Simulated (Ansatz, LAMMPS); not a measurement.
# Elastic response of glassy 63ZnO-37GeO2 (mol %) (102 atoms), part 4 of 4

Aim: relax glassy 63ZnO-37GeO2 (mol %) (102 atoms), then change its volume and shape to read moduli from the stress.

Ansatz 0.2.0; Kohn-Sham DFT, LDA, PAW (set soft_2), plane waves.

The cell: 27 Zn, 16 Ge and 59 O. The quench rate of 50 K/ps is orders of magnitude faster than experiment. The network of bonds at the start is that of the classical potential that made the cell. The Brillouin zone is sampled at Γ only.

So far. Step 11 (Compressed by 1 % along x): The relaxation converged after 3 steps, 0.0553 eV below its start, with a largest force component of 0.035 eV/Å. Step 11 (Compressed by 1 % along x): Compressed by 1 % along x: the energy stands 0.0547 eV above that of the reference, at a pressure of 0.989 GPa.

### 12. Sheared by 2 % in xy

A shear of the relaxed cell gives the modulus that volume changes can't reach.

input.yaml

```yaml
crystal:
  lattice:
    - [10.42144, -0.07336, 0.08411]
    - [-0.06851, 10.90575, 0.11966]
    - [0.08531, 0.1205, 11.09972]
  atoms:
    [... the 102 atom lines of step 4 ...]
kpoints:
  mp_grid: { grid: [1, 1, 1] }
hamiltonian:
  xc: lda
scf:
  occupations: { method: gaussian, width: 0.05 }
output:
  forces: true
  eigenvalues: true
  stress: true
relax:
  f_tol: 0.05
  max_steps: 70
```

Launch:

```sh
> ansatz run input.yaml --threads 4 --pin off --max-ram 8192MiB --backend cpu --events-out ev --progress --plain --runs-dir out
```

Numbers of over 12 decimals in the logs are rounded to 6 here.

Output:

```text
[...]
Crystal: 102 atoms, lattice volume = 1261.238 Å³
Basis set: ecut = 420 eV, 24691 PW (Γ)
Bands: 553, of which v1, the nominal top of the filled ones, is band 451 counted from 1 (450 counted from 0)
Symmetry: 1 space group operations
[...]
k-points: 1
[...]
SCF iter   1: F=—  HF=-187860.411347 eV  |F-HF|=—  |Δ(HF+E_count)|=         —  Δρ=1.67e-2  dr2=3.11e0  ethr=1.77e-3  ⟨swp⟩=6.0  Hψ=2239  notcnv=0
[...]
SCF iter   6: F=—  HF=-187859.504520 eV  |F-HF|=—  |Δ(HF+E_count)|=   2.61e-5  Δρ=1.34e-4  dr2=1.92e-4  ethr=7.54e-8  ⟨swp⟩=2.0  Hψ=909  notcnv=0  defer=95
SCF iter   7: F=-187859.504473 eV  HF=-187859.504479 eV  |F-HF|=5.54e-6  |Δ(HF+E_count)|=   4.17e-5  Δρ=3.66e-5  dr2=1.66e-5  ethr=6.93e-9  ⟨swp⟩=8.0  Hψ=2690  notcnv=0
SCF 1 converged in 7 iterations: F = -187859.504473 eV  dr2 = 1.66e-5
[...]
relax step   1: F+E_penalty+E_count = -187859.50447306 eV  Δ(F+E_penalty+E_count) = +0.000e0 eV  max|allowed force component| = 6.007e-1 eV/Å  Δτ_max = 0.0000 Å  (7 SCF iters, dr2 threshold 6.25e-5 eV, accepted)
[...]
relax step   2: F+E_penalty+E_count = -187859.55961840 eV  Δ(F+E_penalty+E_count) = -5.515e-2 eV  max|allowed force component| = 3.295e-1 eV/Å  Δτ_max = 0.0166 Å  (5 SCF iters, dr2 threshold 2.25e-5 eV, accepted)
[...]
relax step   3: F+E_penalty+E_count = -187859.59634565 eV  Δ(F+E_penalty+E_count) = -3.673e-2 eV  max|allowed force component| = 5.240e-2 eV/Å  Δτ_max = 0.0196 Å  (6 SCF iters, dr2 threshold 6.79e-6 eV, accepted)
relax step   4: F+E_penalty+E_count = -187859.52599972 eV  Δ(F+E_penalty+E_count) = +7.035e-2 eV  max|allowed force component| = 3.029e-1 eV/Å  Δτ_max = 0.1403 Å  (11 SCF iters, rejected (line search))
[...]
relax step   5: F+E_penalty+E_count = -187859.60408477 eV  Δ(F+E_penalty+E_count) = -7.739e-3 eV  max|allowed force component| = 4.899e-2 eV/Å  Δτ_max = 0.0312 Å  (11 SCF iters, accepted)
SCF converged after 11 iterations
Free energy (F): -187859.604085 eV
[...]
Internal energy: -187859.604085 eV  (E = F + TS)
E sigma→0 (E₀):  -187859.604085 eV
Fermi energy:    6.967776 eV
[...]
Σ components = -187859.604085   (vs F -187859.604085, Δ=0.00e0)
--- Forces (eV/Å), atoms counted from 1 ---
  atom   1  Zn     0.00055792     0.00648180     0.00555447
  atom   2  Zn     0.01912934     0.00914058     0.00827451
  atom   3  Zn    -0.00057998     0.01369529     0.00825601
  atom   4  Zn    -0.01188139    -0.00369393     0.01752054
[...]
atom 102  O     -0.00697003     0.00334109    -0.00498483
  max |Σ_I F_I| component: 2.49e-4 eV/Å
--- Stress (GPa, compression-positive) ---
        0.121122      -0.457952      -0.050252
       -0.457952      -0.023150      -0.092476
       -0.050252      -0.092476      -0.016774
  P = ⅓ Tr σ = 0.0271 GPa (0.271 kbar)
--- Band table (eV) ---
[...]
--- Relaxed structure (5 steps of the walk, 4 accepted, 0 SCFs on fresh bases) ---
  F+E_penalty+E_count = -187859.60408477 eV   max|allowed force component| = 4.899e-2 eV/Å
  atoms:
    - { symbol: Zn, position: [0.408409, 0.317997, 0.260957] }
    - { symbol: Zn, position: [0.533510, 0.788053, 0.321669] }
    - { symbol: Zn, position: [0.730677, 0.489127, 0.056236] }
    - { symbol: Zn, position: [0.828049, 0.083053, 0.472035] }
[...]
- { symbol: O, position: [0.742940, 0.667193, 0.656317] }
```

It took 43 s on 4 threads of AMD EPYC 9R45, shared host; peak memory 2.2 GiB.

The relaxation converged after 5 steps, 0.0996 eV below its start, with a largest force component of 0.049 eV/Å.

Sheared by 2 % in xy: the energy stands 0.0416 eV above that of the reference, at a pressure of 0.0271 GPa.

### 13. Pressure against volume

Atoms are relaxed at each volume, in the scaled cell.

```
volume change (%)  volume (Å³/atom)  energy change (meV/atom)  pressure (GPa)  largest move on relaxing (Å)  bonds  gap (eV)
              -10            11.130                     14.59            5.13                          2.11    192                1.15
               -6            11.624                     11.98            5.32                          0.56    188                1.15
               -3            11.995                      2.86            2.44                          0.47    184                1.12
               +0            12.366                      0.00            0.00                             -    182                1.08
               +3            12.737                      2.88           -2.33                          0.17    182                1.04
               +6            13.108                     10.28           -3.89                          0.44    178                1.07
```

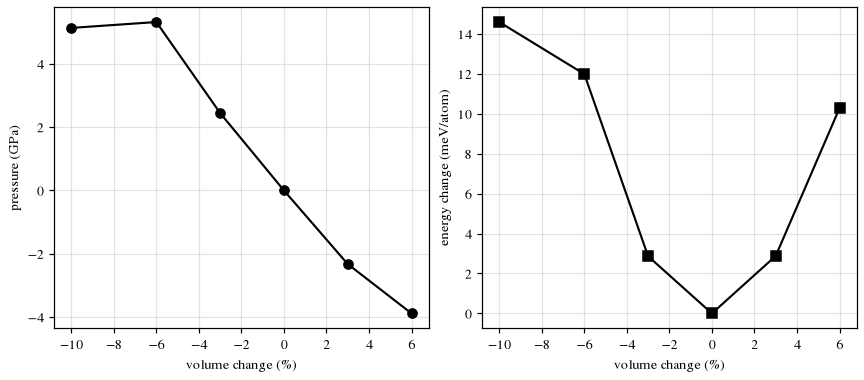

Pressure and energy against volume.

### 14. Uniaxial strain and shear

Stress (GPa, compression positive) less that of the relaxed cell, atoms relaxed:

```
                   strain      xx      yy      zz      xy  energy change (meV/atom)
 stretched by 1 % along x  -1.445  -0.695  -0.727   0.052                      0.60
compressed by 1 % along x   1.481   0.727   0.762  -0.060                      0.54
     sheared by 2 % in xy   0.116  -0.020  -0.012  -0.458                      0.41
```

### 15. Findings

The pressure doesn't fall steadily with volume, which points to a change of structure or electronic state along the way, so no single bulk modulus describes it. The count of bonds runs from 178 to 192 over the series, so at some points contacts cross the cutoffs. At -10 % and -6 % some atom moved by over 0.5 Å on relaxing, so those points may sit in another local minimum. The gap goes from 1.15 eV at the smallest volume to 1.07 eV at the largest, -0.7 eV per unit of ln V by a straight line, not monotonically (lowest 1.04, highest 1.15 eV), on the run's k-points. In the Cartesian axes of the cell, finite differences give C11 = 146, C12 = 71.1, C13 = 74.5 and C66 = 22.9 GPa (the shear of 2 % is the engineering strain, εxy = 0.01).

Caveats: Strains are finite and relaxations stop at the force tolerance of the input, which can leave moduli too stiff; they are those of a static cell at zero temperature. Volumes are changed with the cell's shape held, so in an anisotropic solid the modulus lies over the one under free hydrostatic load. The program notes that the SCF threshold of the relaxations is loose for the stress.

The DFT runs together took 14 min of wall time.

[Logs are printed without paths, hosts, clocks, repeated set-up lines and the standing remarks that a program may print on its own settings, such as how far it seeks lower states.]

[Hosts, paths, dates, database ids (printed as entryN), source tags and the programs' standing remarks are cut or masked in the printed files.]
